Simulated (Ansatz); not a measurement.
## Electronic structure of Cl2FH7N3Ta in real space

Input file:

```
crystal:
  periodic: [false, false, false]
  atoms:
    - { symbol: Ta, position_ang: [-0.56372, -0.398646, 0.049557] }
    - { symbol: "N", position_ang: [2.747909, 0.081267, 0.167395] }
    - { symbol: H, position_ang: [3.035461, 0.360473, 1.113526] }
    - { symbol: H, position_ang: [3.5668, 0.189895, -0.444127] }
    - { symbol: Cl, position_ang: [0.050218, 0.077173, 2.299672] }
    - { symbol: "N", position_ang: [-0.17878, -0.137325, -1.879931] }
    - { symbol: H, position_ang: [0.088207, -0.945458, -2.45795] }
    - { symbol: H, position_ang: [0.104808, 0.733349, -2.34225] }
    - { symbol: "N", position_ang: [-1.047558, 1.543811, 0.008344] }
    - { symbol: H, position_ang: [-0.863415, 2.216507, 0.75925] }
    - { symbol: H, position_ang: [-1.340248, 2.045905, -0.838733] }
    - { symbol: Cl, position_ang: [-2.597475, -1.505768, 0.079255] }
    - { symbol: F, position_ang: [0.650658, -1.905543, 0.067257] }
    - { symbol: H, position_ang: [2.540736, -0.940541, 0.220936] }
basis:
  gaussian: { orbitals: def2-SVP }
hamiltonian:
  xc: pbe
relax:
  f_tol: 0.03
  max_steps: 50
output:
  orbitals: {}
```

Command:

```sh
ansatz run input.yaml --threads 4 --pin off --max-ram 5120MiB --backend cpu --events-out ev --progress --plain --runs-dir out
```

The fields are those of the run's last geometry, not of the input's.

Core potentials replace the inner electrons of Ta.

Level of theory: Ansatz 0.2.0, RKS PBE/def2-SVP.

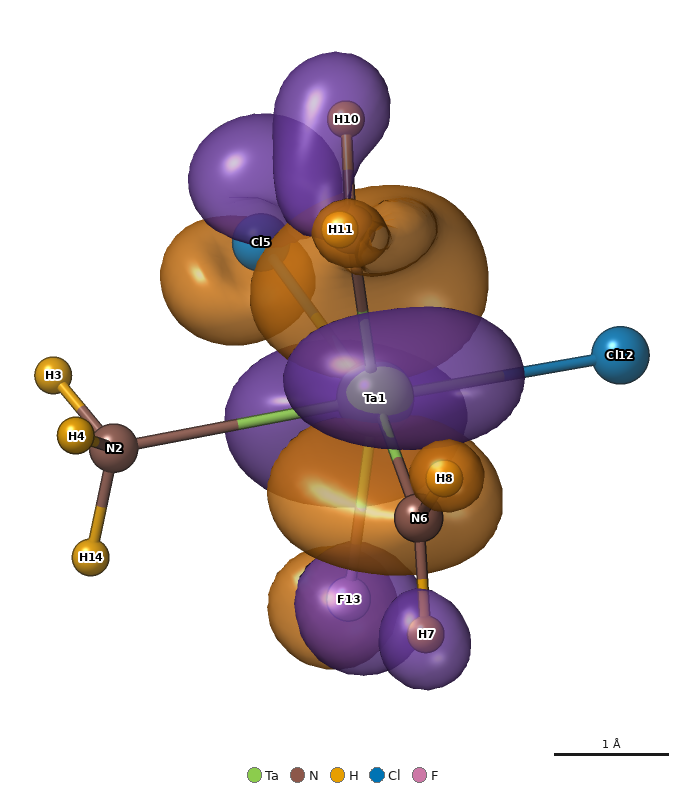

Figure 1. One frontier orbital at ±0.1 Å⁻³ᐟ² (orange and purple are the two phases), seen at a tilt.

Question: Which orbital is it: HOMO or LUMO?

Answer: The LUMO, at −2.51 eV. It lies mainly on Ta1 (about 65 %), F13 (about 10 %) and Cl5 (about 10 %).

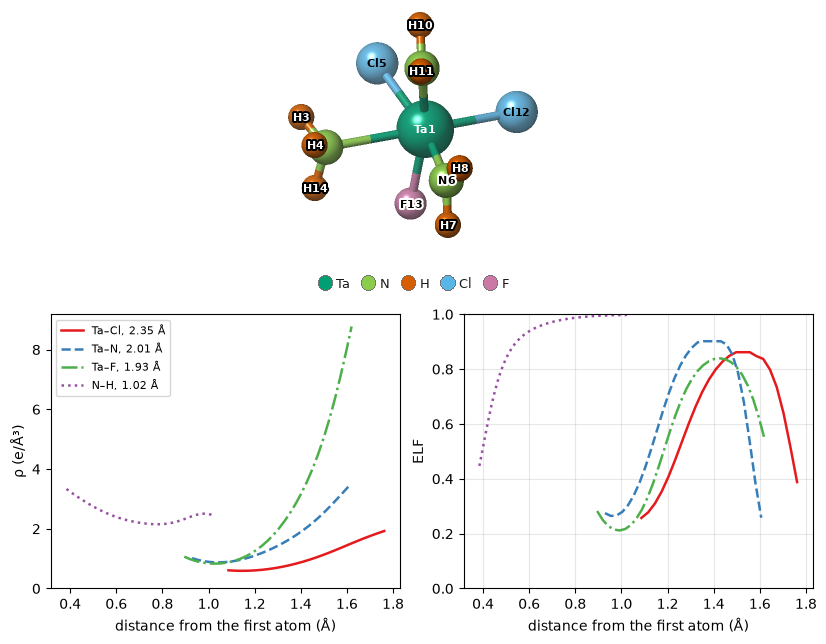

Figure 2. Electron density and electron localisation function along straight lines between neighbouring atoms. The curves leave out the atomic cores. The structure is drawn too.

Question: What can be read from the curves?

Answer: Ta–Cl (2.35 Å): ρ at the midpoint is about 0.6 e/Å³; the ELF peaks at about 0.85 in the valence shell of Cl, 0.9 Å from its nucleus, and is about 0.35 at the midpoint.
Ta–N (2.01 Å): the density is about 0.89 e/Å³ at the midpoint; the ELF peaks at about 0.90 in the valence shell of N, 0.7 Å from its nucleus, and is about 0.30 at the midpoint.
Ta–F (1.93 Å): ρ is about 0.88 e/Å³ halfway; the ELF peaks at about 0.85 in the valence shell of F, 0.5 Å from its nucleus, and drops to about 0.20 between the two atoms.
N–H (1.02 Å): the density is about 2.7 e/Å³ at the midpoint; the ELF climbs to about 1 towards the hydrogen, as it does in any bond to H; a covalent bond by its length.

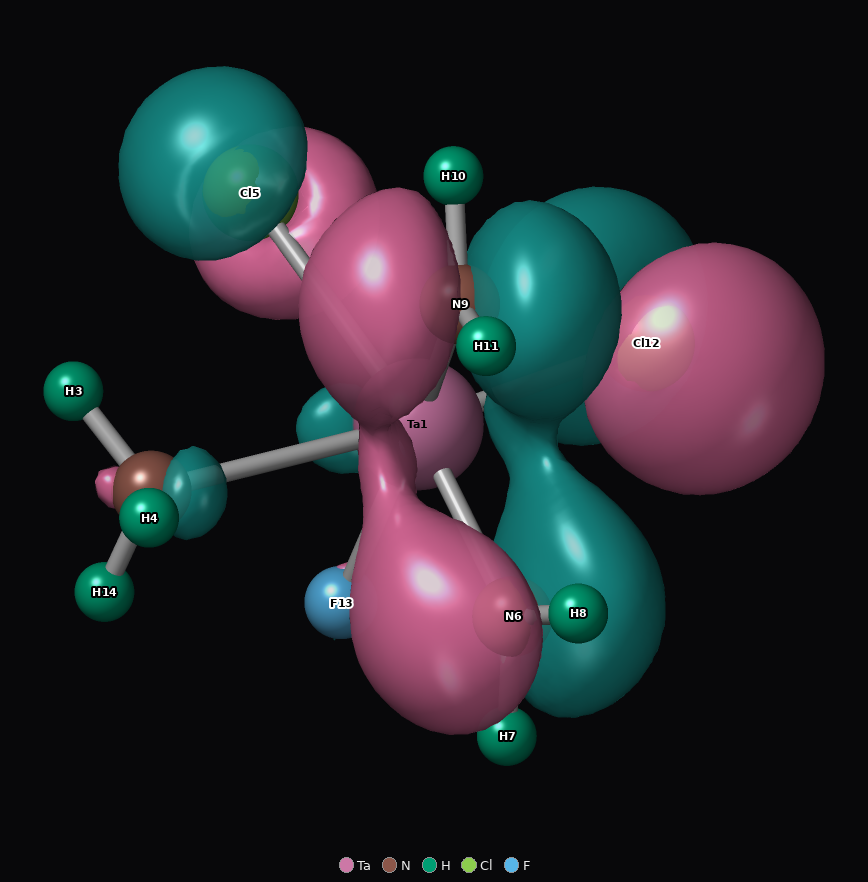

Figure 3. The HOMO−1 at ±0.1 Å⁻³ᐟ² (teal and pink are the two phases), seen across its widest extent.

Question: Where does this orbital lie, and at what energy?

Answer: It lies mainly on Cl12 (about 35 %), N6 (about 20 %), N9 (about 20 %), Cl5 (about 10 %) and Ta1 (about 10 %); largely a combination of lone pairs on Cl12, N6, N9 and Cl5. Its energy is −6.23 eV.
